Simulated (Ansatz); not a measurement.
C4H6O2

```yaml
atoms:
  - { symbol: C, position_ang: [-2.1884, 1.1735, 0.0332] }
  - { symbol: C, position_ang: [-0.8980, 1.0686, 0.3174] }
  - { symbol: C, position_ang: [-0.1323, -0.1265, -0.0959] }
  - { symbol: O, position_ang: [-0.5731, -1.0716, -0.6964] }
  - { symbol: O, position_ang: [1.1476, -0.0257, 0.2907] }
  - { symbol: C, position_ang: [1.9730, -1.1298, -0.0603] }
  - { symbol: H, position_ang: [-2.6925, 0.3794, -0.5066] }
  - { symbol: H, position_ang: [-2.7656, 2.0414, 0.3277] }
  - { symbol: H, position_ang: [-0.3561, 1.8382, 0.8546] }
  - { symbol: H, position_ang: [1.9983, -1.2612, -1.1431] }
  - { symbol: H, position_ang: [2.9649, -0.8933, 0.3183] }
  - { symbol: H, position_ang: [1.5991, -2.0484, 0.3945] }
```

Geometry: PBE0-D4/def2-TZVP.

All numbers below come from isolated molecule in a Gaussian basis; Hartree-Fock (Ansatz).

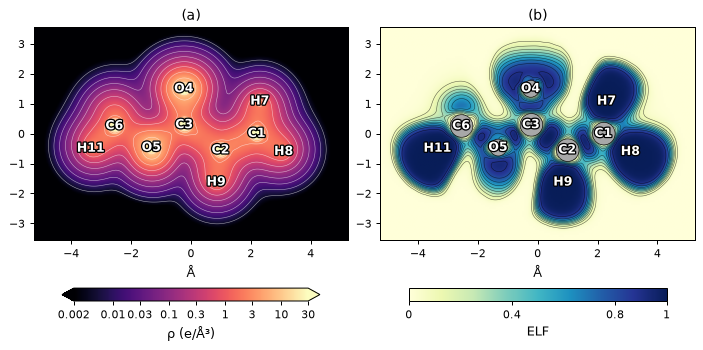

Figure 1. (a) total electron density; (b) electron localisation function on the plane of atoms C2, C3 and O4. Grey discs cover the atomic cores in the ELF map.

Q: Interpret the plot.

A:
- Atoms in the plane: C, O and H.
- C–O (1.20 Å): ρ at the midpoint is about 3.4 e/Å³; the ELF peaks at about 0.85 between the atoms; a short, multiple covalent bond.
- C–C (1.33 Å): ρ is about 2.4 e/Å³ halfway; the ELF peaks at about 0.95 between the atoms: a short, multiple covalent bond.
- C–H (1.08 Å): the density is about 2 e/Å³ at the midpoint; the ELF climbs to about 1 towards the hydrogen, as it does in any bond to H; an ordinary covalent bond to hydrogen.
- C–O (1.34 Å): ρ is about 2.5 e/Å³ halfway; the ELF peaks at about 0.95 between the atoms, as expected for a polar covalent bond.
- C–C (1.48 Å): the density is about 1.9 e/Å³ at the midpoint; the ELF peaks at about 1 between the atoms: a shared electron pair.
- The ELF also peaks beside O5 and O4, away from the bonds: lone-pair regions.

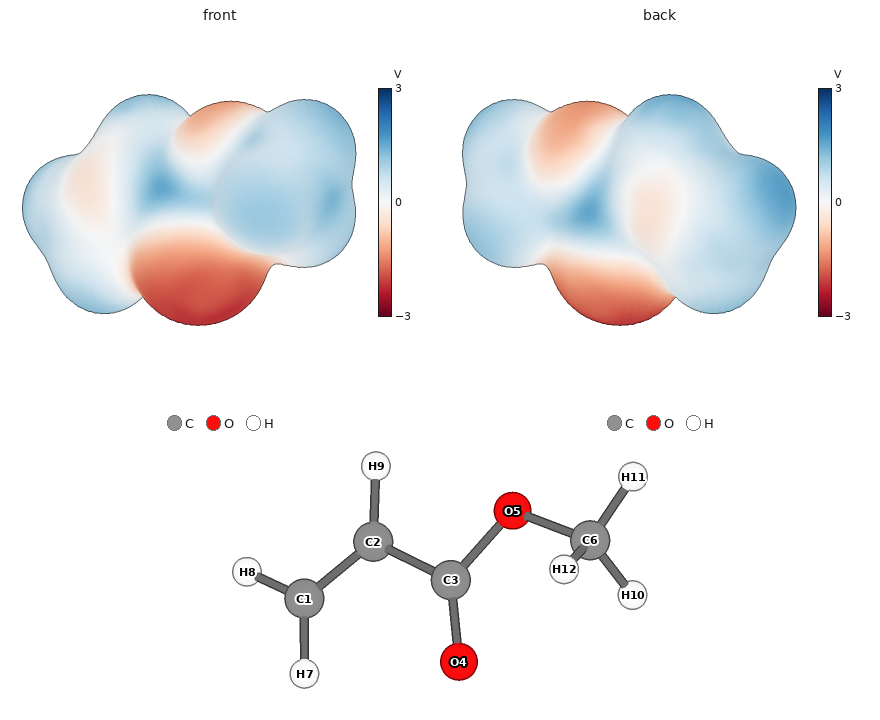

Figure 2. The electrostatic potential painted on the density surface at 0.004 e/bohr³, seen from the front and from behind; red is negative and blue positive. The bare structure is drawn below in the same view.

Q: Which sites attract a positive test charge, and which a negative one?

A: A positive charge is drawn to the negative regions and a negative charge to the positive ones. The most negative region (about −2.2 V, or −51 kcal/mol for a unit charge) lies over O4, the most positive (about +1.6 V, or +37 kcal/mol for a unit charge) over C3 and H8. O4 is the likeliest acceptor of a hydrogen bond.

Q: What dipole moment does the calculation give?

A: Its dipole moment is 1.58 D.

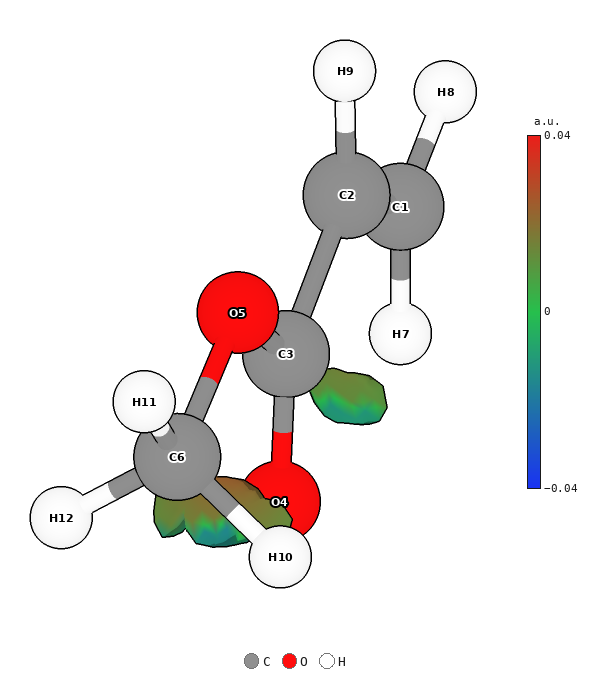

Figure 3. Non-covalent interaction (NCI) plot: the surface where the reduced density gradient is 0.5, for densities under 0.05 a.u., coloured by sign(λ₂)ρ; seen at an oblique angle.

Q: Which non-covalent interactions does the plot reveal?

A: Between C6 and H10 on one side and O4 and C3 on the other: a weak contact (green); near H7, O4 and C1: mostly steric crowding (olive to red).
